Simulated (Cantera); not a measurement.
Charge: 1 mol SiHCl3, 0.26 mol C2H2, 6.7 mol H2, equilibrated at 900 K.

Cantera equilibrium calculation (NASA polynomials, part measured and part estimated; ideal gas, pure solids and liquids). Candidate condensed phases: C, C6H6, C7H8, C8H18, Si, SiC; 109 gas species. The tables' values for SiCl3 are old estimates; treat these amounts as uncertain. The numbers say what is thermodynamically allowed, not how fast it happens.

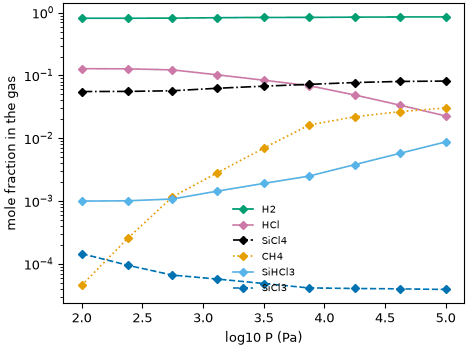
Fig. 1. Equilibrium gas composition (values under 1e-9 drawn at 1e-9)

Question: Read off the mole fractions at 18000 Pa.

Answer: H2 about 0.85, SiCl4 about 0.077, HCl about 0.049, CH4 about 0.022, SiHCl3 about 0.0038, SiCl3 about 4.1e-5.
